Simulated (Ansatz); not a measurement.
## The perfect W wire along [100], 13 atoms a period

Aim: is the W wire along [100], 13 atoms a period a metal or a semiconductor?

Calculated with Ansatz 0.2.0; DFT PBE, plane waves, PAW; relaxation of a wire's period; PAW set soft_1, in the first sound run; inputs show where later runs differ.

## 1. Set-up

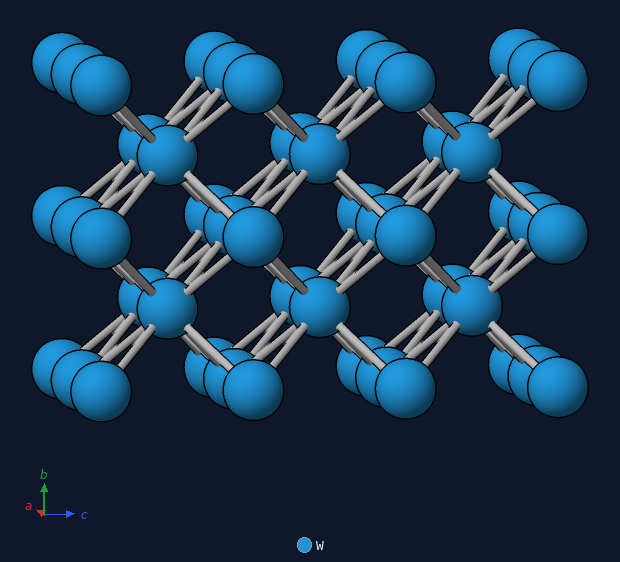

Start, viewed from the side, with the c axis across the page; tungsten blue. 1×1×3 cells are drawn. Some periodic images of atoms are drawn too.

The cell holds 13 atoms: 13 W. Cell: a = 13.140 Å, b = 13.140 Å, c = 3.170 Å, α = 90.0°, β = 90.0°, γ = 90.0°. Vacuum lies along a and b. The structure's axis is c.

## 2. Relaxation of atoms and period

Band widths follow the bond lengths, so the wire is relaxed first. The atoms and the third cell vector are free; the box across stays fixed as vacuum. A Fermi-Dirac smearing is set since the result may be a metal. The pressure printed is a third of the stress's trace over the whole box, vacuum included; only the stress along the axis is relaxed.

input.yaml reads:

```yaml
crystal:
  lattice:
    - [13.14, 0.0, 0.0]
    - [0.0, 13.14, 0.0]
    - [0.0, 0.0, 3.17]
  atoms:
    - { symbol: W, position: [0.258751903, 0.258751903, 0.0] }
    - { symbol: W, position: [0.258751903, 0.5, 0.0] }
    - { symbol: W, position: [0.258751903, 0.741248097, 0.0] }
    - { symbol: W, position: [0.5, 0.258751903, 0.0] }
    - { symbol: W, position: [0.5, 0.5, 0.0] }
    - { symbol: W, position: [0.5, 0.741248097, 0.0] }
    - { symbol: W, position: [0.741248097, 0.258751903, 0.0] }
    - { symbol: W, position: [0.741248097, 0.5, 0.0] }
    - { symbol: W, position: [0.741248097, 0.741248097, 0.0] }
    - { symbol: W, position: [0.379375951, 0.379375951, 0.5] }
    - { symbol: W, position: [0.379375951, 0.620624049, 0.5] }
    - { symbol: W, position: [0.620624049, 0.379375951, 0.5] }
    - { symbol: W, position: [0.620624049, 0.620624049, 0.5] }
kpoints:
  mp_grid: { grid: [1, 1, 26] }
scf:
  occupations: { method: fermi_dirac, width: 0.05 }
hamiltonian:
  xc: pbe
  pseudopotentials: { kind: paw, azcp: { folder: soft_1 } }
relax:
  cell: { fix: [a, b, alpha, beta, gamma] }
  max_steps: 45
  f_tol: 0.03
```

Started as:

```
ansatz run input.yaml --threads 4 --pin off --max-ram 16384MiB --backend cpu --events-out ev --progress --plain --runs-dir out
```

Numbers of over 12 decimals in the logs are rounded to 6 here.

What it wrote:

```text
Engine: ansatz 0.2.0, aarch64-unknown-linux-gnu
Pseudopotentials: kind: paw
Pseudopotential: W, paw, valence charge 14, recommended cutoff 420 eV (normal), soft_1/W.paw.azcp
Functional definition: PBE
  parameter kappa = 0.804
  parameter beta = 0.066725
  exchange = pbe_x(kappa = kappa, mu = beta*pi^2/3)
  correlation = pbe_c(beta = beta)
Crystal: 13 atoms, lattice volume = 547.331 Å³
Basis set: ecut = 420 eV, 10771 PW (Γ), exchange–correlation on 180×180×48 points (8 copies of the dense FFT grid, shifted against one another)
Bands: 110, of which v1, the nominal top of the filled ones, is band 91 counted from 1 (90 counted from 0)
Symmetry: 16 space group operations
Space group: P4/mmm (ITA 123), of the structure as read, at distance tolerance 8.2e-5 Å
k-points: 14 of 26
Non-local potential: W, projectors of the file, l = 0: 3, l = 1: 2, l = 2: 2, l = 3: 1
PAW form: soft (Blöchl's): semilocal exchange-correlation on the pseudo side does not see the compensation charge
PAW one-centre angular grid: W, 590 points (default); XC on 64 Gauss nodes
Initial density: superposition of atomic densities (neutral atoms: chi_scale 0, normalization atom)
Initial wavefunctions: pseudopotential atomic-orbital guess
Functional: x = pbe(κ = 0.804, μ = 0.219515), c = pbe(β = 0.066725)
SCF iter   1: F=—  HF=-135001.466590 eV  |F-HF|=—  |Δ(HF+E_count)|=         —  Δρ=5.65e-2  dr2=1.65e2  ethr=3.10e-3  ⟨swp⟩=9.2  Hψ=6528  notcnv=0
preconditioner: auto → LDOS  [metal: Δε(μ)=0.037 eV  Ē_g=4.296 eV  σ=0.050 eV  W_gap=0.18  n_scr=110 (ndim 8)  ℏωp=14.0 eV  f_vac=0.404  D(μ)=19.73/eV (n_scr^D=162)  β→1.0]
SCF iter   2: F=—  HF=-134994.428885 eV  |F-HF|=—  |Δ(HF+E_count)|=    7.04e0  Δρ=4.47e-2  dr2=1.02e2  ethr=3.10e-3  ⟨swp⟩=5.9  Hψ=4917  notcnv=1  defer=12
SCF iter   3: F=—  HF=-134988.885590 eV  |F-HF|=—  |Δ(HF+E_count)|=    5.54e0  Δρ=1.07e-2  dr2=2.73e0  ethr=3.10e-3  ⟨swp⟩=4.7  Hψ=3931  notcnv=0  defer=10
SCF iter   4: F=—  HF=-134988.585006 eV  |F-HF|=—  |Δ(HF+E_count)|=   3.01e-1  Δρ=3.35e-3  dr2=2.03e-1  ethr=1.50e-3  ⟨swp⟩=3.0  Hψ=2101  notcnv=0  defer=18
SCF iter   5: F=—  HF=-134988.576780 eV  |F-HF|=—  |Δ(HF+E_count)|=   8.23e-3  Δρ=1.58e-3  dr2=2.99e-2  ethr=1.12e-4  ⟨swp⟩=3.9  Hψ=2651  notcnv=0  defer=20
SCF iter   6: F=—  HF=-134988.577227 eV  |F-HF|=—  |Δ(HF+E_count)|=   4.47e-4  Δρ=6.31e-4  dr2=7.64e-3  ethr=1.64e-5  ⟨swp⟩=2.0  Hψ=2236  notcnv=0  defer=19
SCF iter   7: F=—  HF=-134988.576946 eV  |F-HF|=—  |Δ(HF+E_count)|=   2.81e-4  Δρ=1.88e-4  dr2=6.24e-4  ethr=4.20e-6  ⟨swp⟩=2.0  Hψ=1929  notcnv=0  defer=19
SCF iter   8: F=—  HF=-134988.576981 eV  |F-HF|=—  |Δ(HF+E_count)|=   3.49e-5  Δρ=7.29e-5  dr2=6.97e-5  ethr=3.43e-7  ⟨swp⟩=2.2  Hψ=2073  notcnv=0  defer=19
SCF iter   9: F=—  HF=-134988.577063 eV  |F-HF|=—  |Δ(HF+E_count)|=   8.18e-5  Δρ=2.62e-5  dr2=9.93e-6  ethr=3.83e-8  ⟨swp⟩=2.4  Hψ=2329  notcnv=0  defer=19
SCF iter  10: F=—  HF=-134988.577065 eV  |F-HF|=—  |Δ(HF+E_count)|=   1.62e-6  Δρ=8.73e-6  dr2=5.53e-7  ethr=5.46e-9  ⟨swp⟩=2.1  Hψ=2113  notcnv=0  defer=19
SCF iter  11: F=-134988.577065 eV  HF=-134988.577065 eV  |F-HF|=9.52e-9  |Δ(HF+E_count)|=   6.10e-7  Δρ=2.90e-6  dr2=6.66e-8  ethr=5.49e-11  ⟨swp⟩=6.3  Hψ=5600  notcnv=0
SCF 1 converged in 11 iterations: F = -134988.577065 eV  dr2 = 6.66e-8
  greatest PAW one-centre occupation: 0.999 electrons in one spin orbital (limit 2), on the W atom at site 12 (counted from 0), in its partial waves of l = 0
relax step   1: F+E_penalty+E_count = -134988.57706533 eV  Δ(F+E_penalty+E_count) = +0.000e0 eV  max|allowed force component| = 2.706e0 eV/Å  Δτ_max = 0.0000 Å  P = -9.622 GPa  Ω = 547.331 Å³  fix = [a, b, alpha, beta, gamma]  reactions: a -9.406, b -9.406 GPa  (11 SCF iters, dr2 threshold 1.00e-7 eV, accepted)
Crystal: 13 atoms, lattice volume = 531.707 Å³
Basis set: ecut = 420 eV, 10363 PW (Γ), exchange–correlation on 180×180×48 points (8 copies of the dense FFT grid, shifted against one another)
Initial density: handed on by an earlier stage of this run
Initial wavefunctions: those handed on with the density
iter 1 solved again at ethr=2.32e-3 eV; its pass at ethr=3.10e-3 eV (dr2=4.21e0 eV) is discarded
SCF iter   1: F=—  HF=-134992.085487 eV  |F-HF|=—  |Δ(HF+E_count)|=         —  Δρ=1.89e-2  dr2=4.28e0  ethr=2.32e-3  ⟨swp⟩=1.1  Hψ=9072  notcnv=0
preconditioner: auto → LDOS  [metal: Δε(μ)=0.038 eV  Ē_g=3.995 eV  σ=0.050 eV  W_gap=0.19  n_scr=94 (ndim 8)  ℏωp=14.2 eV  f_vac=0.440  D(μ)=24.72/eV (n_scr^D=234)  β→1.0]
SCF iter   2: F=—  HF=-134991.711113 eV  |F-HF|=—  |Δ(HF+E_count)|=   3.74e-1  Δρ=8.72e-3  dr2=9.87e-1  ethr=2.32e-3  ⟨swp⟩=3.1  Hψ=2873  notcnv=0
SCF iter   3: F=—  HF=-134991.591529 eV  |F-HF|=—  |Δ(HF+E_count)|=   1.20e-1  Δρ=2.30e-3  dr2=7.00e-2  ethr=5.43e-4  ⟨swp⟩=3.0  Hψ=2663  notcnv=0  defer=28
SCF iter   4: F=—  HF=-134991.582098 eV  |F-HF|=—  |Δ(HF+E_count)|=   9.43e-3  Δρ=6.05e-4  dr2=3.71e-3  ethr=3.84e-5  ⟨swp⟩=2.3  Hψ=2672  notcnv=0  defer=28
SCF iter   5: F=—  HF=-134991.582730 eV  |F-HF|=—  |Δ(HF+E_count)|=   6.32e-4  Δρ=2.34e-4  dr2=5.71e-4  ethr=2.04e-6  ⟨swp⟩=2.9  Hψ=2931  notcnv=0  defer=28
SCF iter   6: F=—  HF=-134991.583013 eV  |F-HF|=—  |Δ(HF+E_count)|=   2.83e-4  Δρ=9.69e-5  dr2=9.47e-5  ethr=3.14e-7  ⟨swp⟩=2.0  Hψ=2015  notcnv=0  defer=28
SCF iter   7: F=—  HF=-134991.583053 eV  |F-HF|=—  |Δ(HF+E_count)|=   4.01e-5  Δρ=2.89e-5  dr2=1.05e-5  ethr=5.20e-8  ⟨swp⟩=2.0  Hψ=1951  notcnv=0  defer=28
SCF iter   8: F=-134991.583055 eV  HF=-134991.583055 eV  |F-HF|=2.93e-7  |Δ(HF+E_count)|=   1.67e-6  Δρ=8.53e-6  dr2=7.19e-7  ethr=7.14e-10  ⟨swp⟩=5.3  Hψ=5823  notcnv=0
SCF 2 converged in 8 iterations: F = -134991.583055 eV  dr2 = 7.19e-7
relax step   2: F+E_penalty+E_count = -134991.58305482 eV  Δ(F+E_penalty+E_count) = -3.006e0 eV  max|allowed force component| = 7.525e-1 eV/Å  Δτ_max = 0.1949 Å  P = -1.934 GPa  Ω = 531.707 Å³  energy of the carried Pulay correction = +2.934e-3 eV  fix = [a, b, alpha, beta, gamma]  reactions: a -2.891, b -2.891 GPa  (8 SCF iters, dr2 threshold 1.30e-6 eV, accepted)
Crystal: 13 atoms, lattice volume = 533.653 Å³
Basis set: ecut = 420 eV, 10395 PW (Γ), exchange–correlation on 180×180×48 points (8 copies of the dense FFT grid, shifted against one another)
SCF iter   1: F=—  HF=-134992.925529 eV  |F-HF|=—  |Δ(HF+E_count)|=         —  Δρ=2.25e-2  dr2=8.48e0  ethr=3.10e-3  ⟨swp⟩=11.3  Hψ=6056  notcnv=0  defer=1
preconditioner: auto → LDOS  [metal: Δε(μ)=0.014 eV  Ē_g=4.163 eV  σ=0.050 eV  W_gap=0.07  n_scr=94 (ndim 8)  ℏωp=14.2 eV  f_vac=0.459  D(μ)=18.28/eV (n_scr^D=146)  β→1.0]
[...]
SCF iter   7: F=—  HF=-134992.373830 eV  |F-HF|=—  |Δ(HF+E_count)|=   3.58e-6  Δρ=2.22e-5  dr2=7.51e-6  ethr=4.07e-8  ⟨swp⟩=2.1  Hψ=2046  notcnv=0  defer=47
SCF iter   8: F=-134992.373830 eV  HF=-134992.373830 eV  |F-HF|=3.48e-8  |Δ(HF+E_count)|=   1.75e-7  Δρ=6.41e-6  dr2=3.02e-7  ethr=7.14e-10  ⟨swp⟩=5.0  Hψ=5761  notcnv=0
SCF 3 converged in 8 iterations: F = -134992.373830 eV  dr2 = 3.02e-7
relax step   3: F+E_penalty+E_count = -134992.37382986 eV  Δ(F+E_penalty+E_count) = -7.908e-1 eV  max|allowed force component| = 4.018e-1 eV/Å  Δτ_max = 0.1988 Å  P = +1.480 GPa  Ω = 533.653 Å³  energy of the carried Pulay correction = +2.564e-3 eV  fix = [a, b, alpha, beta, gamma]  reactions: a +0.963, b +0.963 GPa  (8 SCF iters, dr2 threshold 1.30e-6 eV, accepted)
[...]
relax step   4: F+E_penalty+E_count = -134992.46282268 eV  Δ(F+E_penalty+E_count) = -8.899e-2 eV  max|allowed force component| = 6.268e-2 eV/Å  Δτ_max = 0.0310 Å  P = +0.129 GPa  Ω = 543.265 Å³  energy of the carried Pulay correction = +7.554e-4 eV  fix = [a, b, alpha, beta, gamma]  reactions: a -0.072, b -0.072 GPa  (7 SCF iters, dr2 threshold 1.30e-6 eV, accepted)
[...]
relax step   5: F+E_penalty+E_count = -134992.47381895 eV  Δ(F+E_penalty+E_count) = -1.100e-2 eV  max|allowed force component| = 1.031e-1 eV/Å  Δτ_max = 0.0118 Å  P = -0.095 GPa  Ω = 547.561 Å³  energy of the carried Pulay correction = -4.256e-5 eV  fix = [a, b, alpha, beta, gamma]  reactions: a -0.198, b -0.198 GPa  (6 SCF iters, dr2 threshold 7.09e-7 eV, accepted)
[...]
relax step   6: F+E_penalty+E_count = -134992.47955140 eV  Δ(F+E_penalty+E_count) = -5.732e-3 eV  max|allowed force component| = 2.551e-2 eV/Å  Δτ_max = 0.0295 Å  P = -0.019 GPa  Ω = 553.457 Å³  energy of the carried Pulay correction = -1.128e-3 eV  fix = [a, b, alpha, beta, gamma]  reactions: a +0.033, b +0.033 GPa  (7 SCF iters, dr2 threshold 6.65e-7 eV, accepted)
[...]
relax step   7: F+E_penalty+E_count = -134992.48077641 eV  Δ(F+E_penalty+E_count) = -1.225e-3 eV  max|allowed force component| = 1.015e-2 eV/Å  Δτ_max = 0.0070 Å  P = +0.025 GPa  Ω = 551.979 Å³  energy of the carried Pulay correction = -8.567e-4 eV  fix = [a, b, alpha, beta, gamma]  reactions: a +0.026, b +0.026 GPa  (7 SCF iters, dr2 threshold 3.74e-8 eV, accepted)
Initial wavefunctions: pseudopotential atomic-orbital guess (no wavefunctions were taken with the density)
iter 1 solved again at ethr=1.27e-6 eV; its pass at ethr=3.10e-3 eV (dr2=2.31e-3 eV) is discarded
SCF iter   1: F=—  HF=-134992.481201 eV  |F-HF|=—  |Δ(HF+E_count)|=         —  Δρ=2.57e-5  dr2=3.45e-7  ethr=1.27e-6  ⟨swp⟩=4.4  Hψ=11046  notcnv=0
eigensolver tolerance schedule: the retry pair's looser diagonalisation over-reported the residual by 6705.25 of it (diagonalisation noise at an unbounded share of the residual, at the tolerance the schedule requests for it); recorded, not acted on — ethr = c·dr2/N_el stays at c = 1.0e-1
preconditioner: auto → LDOS  [metal: Δε(μ)=0.024 eV  Ē_g=4.014 eV  σ=0.050 eV  W_gap=0.12  n_scr=110 (ndim 8)  ℏωp=14.0 eV  f_vac=0.462  D(μ)=16.67/eV (n_scr^D=110)  β→1.0]
SCF iter   2: F=—  HF=-134992.481799 eV  |F-HF|=—  |Δ(HF+E_count)|=   5.98e-4  Δρ=3.08e-6  dr2=7.51e-8  ethr=1.89e-10  ⟨swp⟩=4.6  Hψ=4145  notcnv=0
SCF iter   3: F=—  HF=-134992.481798 eV  |F-HF|=—  |Δ(HF+E_count)|=   3.07e-7  Δρ=7.73e-7  dr2=1.32e-8  ethr=4.13e-11  ⟨swp⟩=3.0  Hψ=2770  notcnv=0
SCF iter   4: F=—  HF=-134992.481799 eV  |F-HF|=—  |Δ(HF+E_count)|=   2.76e-7  Δρ=6.41e-7  dr2=6.09e-9  ethr=7.24e-12  ⟨swp⟩=2.5  Hψ=2394  notcnv=0
SCF iter   5: F=—  HF=-134992.481799 eV  |F-HF|=—  |Δ(HF+E_count)|=   1.46e-9  Δρ=2.59e-7  dr2=1.18e-9  ethr=3.35e-12  ⟨swp⟩=2.1  Hψ=2565  notcnv=0
SCF iter   6: F=-134992.481799 eV  HF=-134992.481799 eV  |F-HF|=5.82e-11  |Δ(HF+E_count)|=   1.05e-9  Δρ=6.55e-8  dr2=5.34e-11  ethr=1.00e-12  ⟨swp⟩=3.5  Hψ=5944  notcnv=0
SCF 8 converged in 6 iterations: F = -134992.481799 eV  dr2 = 5.34e-11
relax step   8: F+E_penalty+E_count = -134992.48179877 eV  Δ(F+E_penalty+E_count) = -1.022e-3 eV  max|allowed force component| = 1.021e-2 eV/Å  Δτ_max = 0.0000 Å  P = +0.029 GPa  Ω = 551.979 Å³  fix = [a, b, alpha, beta, gamma]  reactions: a +0.029, b +0.029 GPa  stress off target by 2.67e-2 GPa on what of the cell is left free  SCF on the basis re-selected at this cell (its energy is not comparable with the rows above)  (6 SCF iters)
basis re-selected at this cell: Δ(F+E_penalty+E_count) = -1.022e-3 eV, ΔP = +0.004 GPa vs the last step (what re-selecting the basis moved, of the pressure what is left beyond the Pulay correction that the steps carried, after the strain that the cell walked since its last selection, with what the two solves' SCF thresholds leave and, on support functions, any second-order correction that the steps lacked; it is no m [...]
SCF converged after 6 iterations
Free energy (F): -134992.481799 eV
Harris-Foulkes:  -134992.481799 eV  (|F-HF|=5.82e-11)
Internal energy: -134992.347501 eV  (E = F + TS)
E sigma→0 (E₀):  -134992.414650 eV
Entropy (-TS):   -0.134297 eV (-10.331 meV/atom)
Fermi energy:    6.016548 eV
--- Per-component energies (eV) ---
  E_band       = -4014.894640
  E_kinetic    = 5476.597257
  E_local      = -69882.682133  (includes V_loc(G=0)·N_el)
  E_nonlocal   = -316.718630
  E_hartree    = 32902.137497
  E_xc         = -3459.340583
  E_vxc        = -2979.093202  (∫ρ·V_xc dr)
  E_paw        = -111515.268756  (= ΣΔE_a)
  E_vpaw       = -2117.273859  (= ΣTr[D̂ρ^β])
  E_aug_tail   = 0.001936  (compensation charges beyond the density's cutoff)
  E_ewald      = 11802.925910
  E_smearing   = -0.134297  (= −TS)
  E_closure    = 0.000000  (closes the sum)
  Σ components = -134992.481799   (vs F -134992.481799, Δ=0.00e0)
--- Forces (eV/Å), atoms counted from 1 ---
  atom   1  W     -0.00861560    -0.00861560     0.00000000
  atom   2  W     -0.00339072     0.00000000     0.00000000
  atom   3  W     -0.00861560     0.00861560     0.00000000
  atom   4  W      0.00000000    -0.00339072     0.00000000
  atom   5  W      0.00000000    -0.00000000     0.00000000
  atom   6  W      0.00000000     0.00339072     0.00000000
  atom   7  W      0.00861560    -0.00861560     0.00000000
  atom   8  W      0.00339072     0.00000000     0.00000000
  atom   9  W      0.00861560     0.00861560     0.00000000
  atom  10  W      0.01021440     0.01021440     0.00000000
  atom  11  W      0.01021440    -0.01021440     0.00000000
  atom  12  W     -0.01021440     0.01021440     0.00000000
  atom  13  W     -0.01021440    -0.01021440     0.00000000
  max |Σ_I F_I| component: 3.47e-18 eV/Å
--- Stress (GPa, compression-positive) ---
        0.029482       0.000000       0.000000
        0.000000       0.029482       0.000000
        0.000000       0.000000       0.026673
  P = ⅓ Tr σ = 0.0285 GPa (0.285 kbar)
--- Relaxed structure (7 steps of the walk, 7 accepted, 1 SCFs on fresh bases) ---
  F+E_penalty+E_count = -134992.48179877 eV   max|allowed force component| = 1.021e-2 eV/Å   (the final SCF, on the basis selected at the relaxed cell)
  cell:  # Å, volume = 551.9794 Å³
    - [13.14, 0.0, 0.0]
    - [0.0, 13.14, 0.0]
    - [0.0, 0.0, 3.196923]
  atoms:
    - { symbol: W, position: [0.282737, 0.282737, 0.0] }
    - { symbol: W, position: [0.263063, 0.5, 0.0] }
    - { symbol: W, position: [0.282737, 0.717263, 0.0] }
    - { symbol: W, position: [0.5, 0.263063, 0.0] }
    - { symbol: W, position: [0.5, 0.5, 0.0] }
    - { symbol: W, position: [0.5, 0.736937, 0.0] }
    - { symbol: W, position: [0.717263, 0.282737, 0.0] }
    - { symbol: W, position: [0.736937, 0.5, 0.0] }
    - { symbol: W, position: [0.717263, 0.717263, 0.0] }
    - { symbol: W, position: [0.383257, 0.383257, 0.500000] }
    - { symbol: W, position: [0.383257, 0.616743, 0.500000] }
    - { symbol: W, position: [0.616743, 0.383257, 0.500000] }
    - { symbol: W, position: [0.616743, 0.616743, 0.500000] }
```

Run time: 2.6 min. Hardware: 4 threads of Arm Neoverse V1, shared host; peak memory 1.8 GiB; 9.8 min of CPU time.

(Continued in part 2 of 2.)

[Logs are printed without paths, hosts, clocks, repeated set-up lines and the standing remarks that a program may print on its own settings, such as how far it seeks lower states.]

[Hosts, paths, dates, database ids (printed as entryN), source tags and the programs' standing remarks are cut or masked in the printed files.]
